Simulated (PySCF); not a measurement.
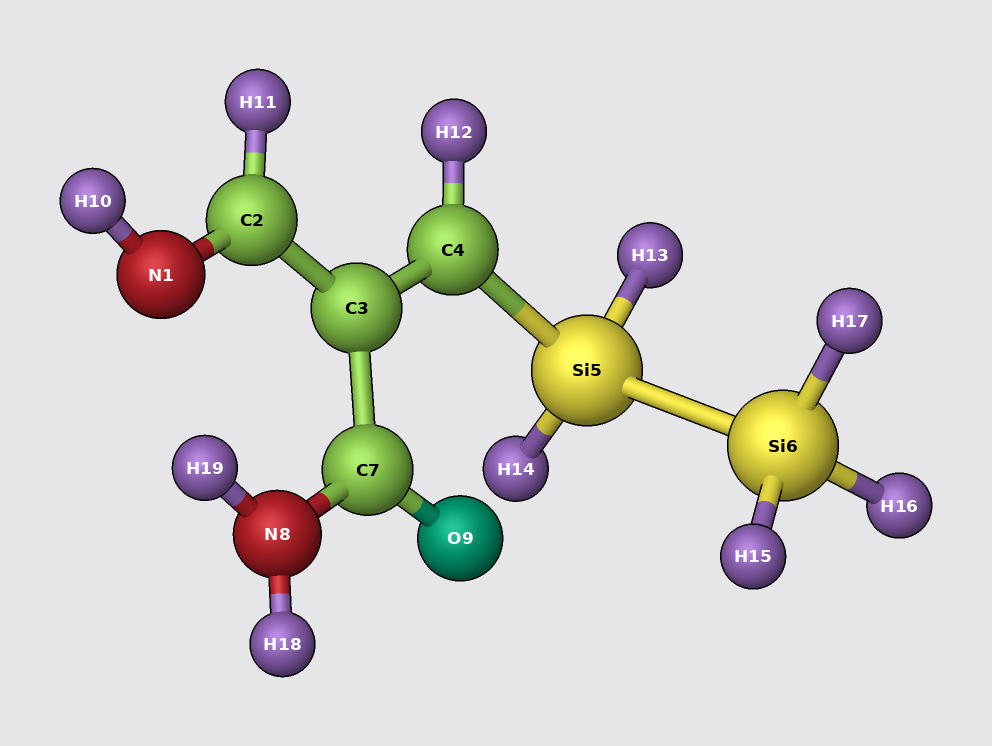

Every bond is drawn as one stick. The geometry was computed by an optimisation with GFN2-xTB. No frequency run is at hand to confirm it as a minimum. Level of theory: PBE0/pcSseg-1 (PySCF 2.14.0).

List the Mayer bond orders of N1–C2, C2–C3, C3–C4, C3–C7, C4–Si5, Si5–Si6, C7–N8, C7–O9 (bonds between heavy atoms, one of each equivalent set).

| bond | Mayer order | length (Å) |
| --- | --- | --- |
| N1–C2 | 1.88 | 1.269 |
| C2–C3 | 1.04 | 1.449 |
| C3–C4 | 1.76 | 1.347 |
| C3–C7 | 0.97 | 1.477 |
| C4–Si5 | 0.83 | 1.885 |
| Si5–Si6 | 0.90 | 2.314 |
| C7–N8 | 1.34 | 1.331 |
| C7–O9 | 1.65 | 1.235 |

The geometry is semi-empirical. Around Si such bond lengths and angles can be off by a tenth of an ångström or more and by several degrees, and values that hang on the shape move with them.
